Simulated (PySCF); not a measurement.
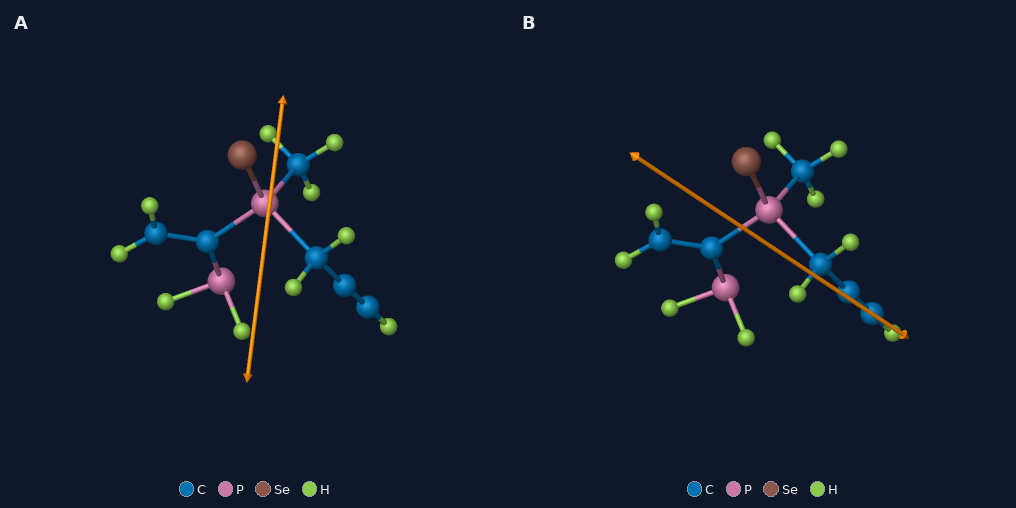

The double arrows show the directions of two transition dipoles from the ground state (lengths mean nothing). Computed geometry: PBE0-D3(BJ)/def2-SVP optimisation. No frequency run is at hand to confirm it as a minimum. Method: TDDFT PBE0/def2-SVPD, vertical, gas phase, core orbitals frozen in the response (PySCF 2.14.0).

**One belongs to singlet state 5 and one to singlet state 8. Which is which?**

A: state 8, 5.52 eV (225 nm), oscillator strength 0.022, of mixed character, with the largest part HOMO → LUMO+4 (weight 0.46).
B: state 5, 5.33 eV (233 nm), oscillator strength 0.041, mainly HOMO−2 → LUMO (weight 0.87).
